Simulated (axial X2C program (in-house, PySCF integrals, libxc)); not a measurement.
## Run report: ZrB⁺, relativistic diatomic calculation

- system: ZrB⁺, single determinant with Ω = 3 (not the lowest found). The distance is the PBE0 minimum at charge 1.
- method: expectation values, HF and Kohn-Sham, two-component X2C with atomic mean-field Coulomb and Gaunt terms, Zr dyall-cv3z, B dyall-v3z (cores contracted) (axial X2C program (in-house, PySCF integrals, libxc))

### Summary

- outcome: converged; the levels of theory disagree widely
- hardware: 1 thread of Arm Neoverse V2, 112 GiB of memory available, shared host
- wall time: 4.4 s
- peak memory: 0.39 GiB

### Input file
```
{"zs": [40, 5], "q": 1, "bas": ["dyall-cv3z", "dyall-v3z"], "r0": 2.39, "levels": ["PBE0", "HF", "PBE50", "B3LYP", "TPSSh"], "nst": 3}
```

The line is the task of a batch: nuclear charges, charge, bases, the levels to run, a first guess of the distance and further settings. This report covers the levels named above. The log is that of the reference distance, started from orbitals converged before.

Launched within a batch (the task file carries these settings):
```bash
python <driver script> task.json out
```

### Log
```
two-component X2C + atomic mean field  PBE0
basis functions 203  fitting functions 1000  grid points 5078
iter        total energy     max residual
   1      -3621.059569387     8.50e-06
   2      -3621.059569388     8.59e-06
converged
one-electron -5085.60317198  Coulomb 1535.41304587  exact exchange -29.17329544  xc functional -89.39236034  nuclear repulsion 49.29457018  atomic mean-field constant -1.59835769
```

### Expectation values by level of theory

```tsv
quantity	PBE0	HF	PBE50	B3LYP	TPSSh
effective field for an electron dipole moment (GV/cm)	−0.332	−0.849	−0.502	−0.297	−0.359
field gradient at the first nucleus (a.u.)	−0.775	−0.627	−0.630	−0.903	−0.843
field gradient at the second nucleus (a.u.)	−0.294	−0.463	−0.342	−0.290	−0.280
A∥/gI, first nucleus (MHz)	−59.6	−137	−80.6	−49.7	−56.9
A∥/gI, second nucleus (MHz)	−43.3	−54.0	−44.1	−41.7	−43.4
```

Each column comes from one determinant with 4 or more unpaired spinors, which can mix states, in a basis with contracted cores. The levels disagree widely: the effective field runs from −0.849 to −0.297 GV/cm and A∥/gI at the first nucleus runs from −137 to −49.7 MHz. They may not all have settled in the same state, and these values aren't reliable properties of the molecule.

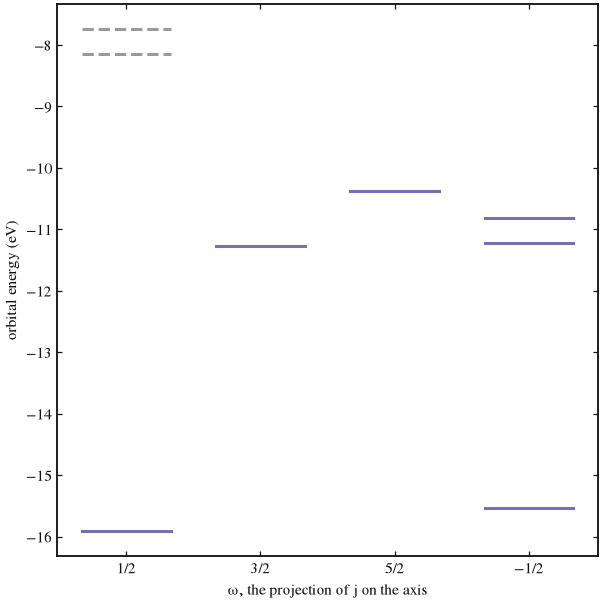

Orbital energies (PBE0) near the frontier at 2.15 Å, filled (solid) and empty (dashed). The highest filled spinor (5/2; 99 % Zr d) lies at −10.38 eV, the lowest empty one (1/2; 54 % Zr s, 31 % Zr d) at −8.15 eV.
